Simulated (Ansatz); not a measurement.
The atomisation energy (no zero-point term) down a group: Al to In

One atom is swapped for its congeners: Al(SH2)F3; Ga(SH2)F3; In(SH2)F3. All are singlets with charge 0.

Shapes, held fixed at every level: PBE0-D4/def2-TZVP. Programs: Ansatz 0.2.0. Values in eV.

```
              level  Al(SH2)F3  Ga(SH2)F3  In(SH2)F3
   SPW92/def2-TZVPP      30.90      27.39      25.28
B3LYP-D4/def2-TZVPP      26.85      22.98      21.03
 wB97M-V/def2-TZVPP      27.20      23.35      21.50
 wB97X-V/def2-TZVPP      27.17      23.52      21.63
     MP2/def2-TZVPP      27.62      24.02      21.62
   CCSD(T)/def2-SVP      25.38      22.06      19.79
 CCSD(T)/def2-TZVPP      26.59      23.05      20.84
```

At CCSD(T)/def2-TZVPP the atomisation energy falls at every step, from 26.59 to 20.84 eV. Every level shows the same order. For atoms past krypton def2 sets carry core potentials with scalar relativity. Relativity is left out for Ga unless named. Correlated rows may include outer-core shells of Ga, In, which these sets cover unevenly. Spin-orbit coupling, which grows down the group, is left out (summed over each molecule's free atoms 0.08, 0.14, 0.26 eV).

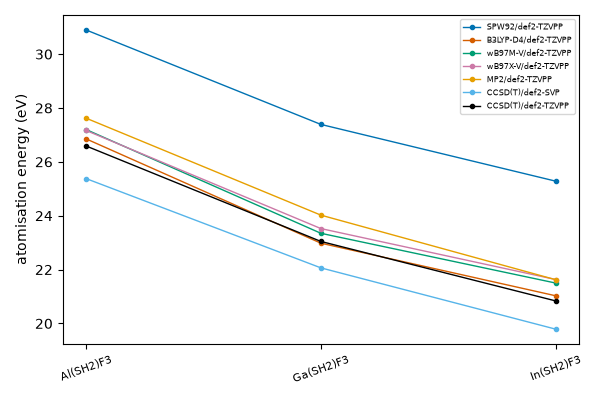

The trend along the series, level by level.
